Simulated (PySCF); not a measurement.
## Run report: CuOF2, frequency calculation

- system: CuOF2, multiplicity 2
- method: UKS-based PBE0, Cu def2-TZVP, O def2-TZVP, F def2-TZVP; non-relativistic Hamiltonian; density fitting (PySCF 2.14.0)

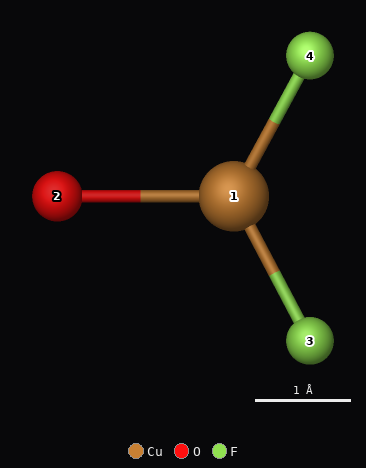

Figure 1. The structure (ball-and-stick view, seen on its broad side; atoms are numbered from 1 in the order of the input). Sticks mark near contacts.

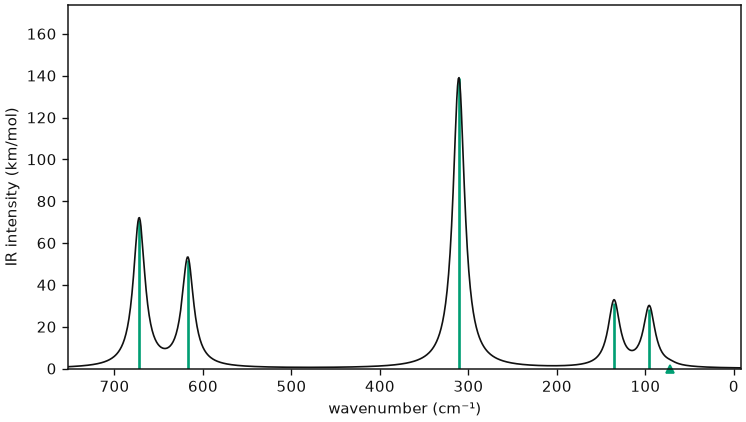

Figure 2. Harmonic infrared spectrum, unscaled: sticks (degenerate modes added up, dark ones marked on the axis) with a Lorentzian envelope of 16 cm⁻¹ full width, scaled to the tallest stick. 6 modes from 72 to 672 cm⁻¹, none imaginary. The strongest line is at 311 cm⁻¹ (139 km/mol). All modes, in cm⁻¹ (km/mol): 72 (0.7), 96 (29), 135 (32), 311 (139), 617 (52), 672 (71).

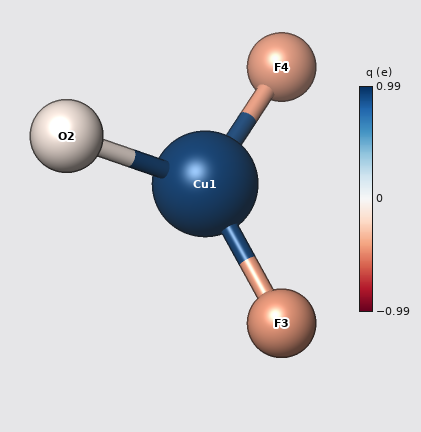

Figure 3. Mulliken charges, as the colour of each atom (ball-and-stick view, seen at a tilt; atoms are numbered from 1 in the order of the input; Mulliken charges depend strongly on the basis). By element: Cu +0.95, O −0.09 and F −0.43 e.

The input and output of the run follow.

**Input file**
```python
from pyscf import gto, scf, dft
mol = gto.M(atom='''
Cu    -0.001638    -0.094893     0.000000
O      1.855706    -0.090097    -0.000001
F     -0.803238     0.188743    -1.505050
F     -0.803237     0.188743     1.505051''',
    basis={'Cu': 'def2-TZVP', 'O': 'def2-TZVP', 'F': 'def2-TZVP'},
    charge=0, spin=1)
mf = dft.UKS(mol, xc='PBE0')
mf.grids.atom_grid = (75, 302)
aux = {'Cu': 'def2-universal-JKFIT', 'O': 'def2-universal-JKFIT', 'F': 'def2-universal-JKFIT'}
mf = mf.density_fit(auxbasis=aux)
mf.conv_tol = 1e-09
mf.diis_space = 10
mf.max_cycle = 60
mf.verbose = 4
mf.kernel()
```

The script is an equivalent of the set-up of the self-consistent field. The run itself was carried out by a driver, which started from the orbitals of the step before it where there was one and computed the further properties.

Launch command:
```bash
OMP_NUM_THREADS=4 python axn.py task.json out
```

**Output**
```
init E= -1914.88671796984
  alpha nocc = 28  HOMO = -0.387582676860191  LUMO = -0.2164695353878
  beta  nocc = 27  HOMO = -0.373277539088599  LUMO = -0.250057593178293
  HOMO = -0.373277539089  LUMO = -0.250057593178  gap/eV = 3.35299
cycle= 1 E= -1914.88671796981  delta_E= 3.27e-11  |g|= 1.35e-05  |ddm|= 7.69e-06
  alpha nocc = 28  HOMO = -0.387580523643914  LUMO = -0.216471041237132
  beta  nocc = 27  HOMO = -0.373277114521035  LUMO = -0.250056930399639
  HOMO = -0.373277114521  LUMO = -0.2500569304  gap/eV = 3.35299
cycle= 2 E= -1914.88671796937  delta_E= 4.39e-10  |g|= 4.86e-05  |ddm|= 2.13e-05
  alpha nocc = 28  HOMO = -0.387582158215018  LUMO = -0.216470127574682
  beta  nocc = 27  HOMO = -0.373277518231868  LUMO = -0.250057613341964
  HOMO = -0.373277518232  LUMO = -0.250057613342  gap/eV = 3.35298
cycle= 3 E= -1914.88671796985  delta_E= -4.8e-10  |g|= 4.98e-06  |ddm|= 1.65e-05
  alpha nocc = 28  HOMO = -0.387582111533589  LUMO = -0.216470050875927
  beta  nocc = 27  HOMO = -0.373277428553793  LUMO = -0.250057505301264
  HOMO = -0.373277428554  LUMO = -0.250057505301  gap/eV = 3.35298
cycle= 4 E= -1914.88671796985  delta_E= -6.37e-12  |g|= 8.42e-07  |ddm|= 2.26e-06
  alpha nocc = 28  HOMO = -0.387581962774486  LUMO = -0.216470148960628
  beta  nocc = 27  HOMO = -0.373277349104378  LUMO = -0.250057466016773
  HOMO = -0.373277349104  LUMO = -0.250057466017  gap/eV = 3.35298
Extra cycle  E= -1914.88671796986  delta_E= -5.46e-12  |g|= 1.55e-06  |ddm|= 2.36e-06
converged SCF energy = -1914.88671796986  <S^2> = 1.6763495  2S+1 = 2.7758598
```

**Summary**

```json
{"quantity": "outcome", "value": "converged"}
{"quantity": "total energy", "value": "−1914.886718 hartree"}
{"quantity": "⟨S²⟩", "value": "1.676"}
{"quantity": "zero-point energy", "value": "0.004335 hartree"}
{"quantity": "dipole moment", "value": "2.46 D"}
{"quantity": "wavenumbers, lowest and highest", "value": "72 and 672 cm⁻¹"}
{"quantity": "hardware", "value": "4 threads of Arm Neoverse V1, 24 GiB of memory available, shared host"}
{"quantity": "wall time", "value": "3.6 min (CPU time 11 min)"}
{"quantity": "peak memory", "value": "1.6 GiB"}
```

Checks after the run noted: spin contamination. ⟨S²⟩ is 1.68 against 0.75 for a pure state: the solution is spin-contaminated.
